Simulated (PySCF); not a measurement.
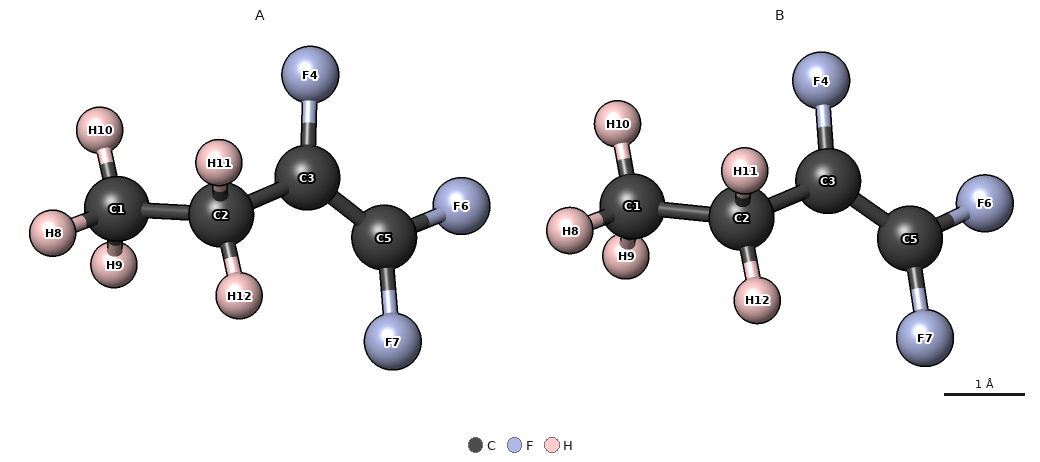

Two geometries of C4H5F3, drawn at one scale. One is the start of a relaxation, the other its converged end. A ball-and-stick model, seen at a tilt.

These are results of PBE0-D3(BJ)/def2-SVP geometry optimisation, gas phase (PySCF 2.14.0, density-fitted response routines), not measurements. 

Question: Which of the two is the end point?

Answer: Structure B is the relaxed one. The start comes from GFN2-xTB. Its atoms were then displaced at random by about 0.01 Å. The atom that moves furthest after the best rigid fit is F4 (0.23 Å). Largest moves by element: F 0.23 Å, H 0.15 Å, C 0.08 Å. Some distances before and after: C1–C2 1.503 → 1.525 Å, C5–F7 1.335 → 1.315 Å, C1–H9 1.120 → 1.101 Å, C5–F6 1.328 → 1.309 Å. Among the angles between lasting bonds that change: H11–C2–H12 110.0° → 106.6°, C1–C2–C3 110.0° → 112.6°, F6–C5–F7 109.6° → 112.0°. After 9 geometry steps the energy has fallen by 2.23 kcal/mol. The run took 95 s on 1 thread of Arm Neoverse N1, with other jobs on the host.
